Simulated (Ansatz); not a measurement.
The figure comes from a scan of KCl (rock salt): the crystal slips on the {100} plane by s times a lattice vector of 6.38 Å, atoms relaxing along the normal only, γ being the energy change per area. The numbers are results of PBE (plane waves to 420 eV, PAW, scalar-relativistic; Ansatz, a first-principles code), not measurements. k mesh 6×6×6 (Γ-centred), Fermi-Dirac smearing 0.05 eV. E is the zero-smearing estimate. Faults lie only 9.6 Å apart, and holding the cell height raises γ above its relaxed value. KCl was relaxed with its symmetry unable to fall. The zero of γ is zero shift.

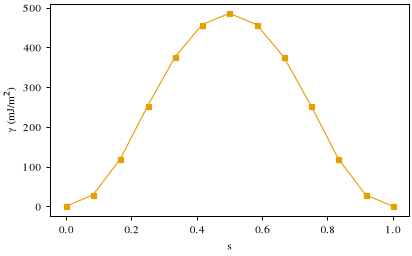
*γ (mJ/m²) against s; markers are the computed points, lines only join them (the last repeats the first, one period on).*

Problem. Turn the plot into a table (rounded to what can be read).

Solution. To the nearest 10:

```
s      γ (mJ/m²)
-----  ---------
0.000          0
0.083         30
0.167        120
0.250        250
0.333        380
0.417        460
0.500        490
0.583        460
0.667        380
0.750        250
0.833        120
0.917         30
```

(The slope of γ gives the shear force per area between the displaced halves; near zero shift its curvature is an elastic stiffness.)
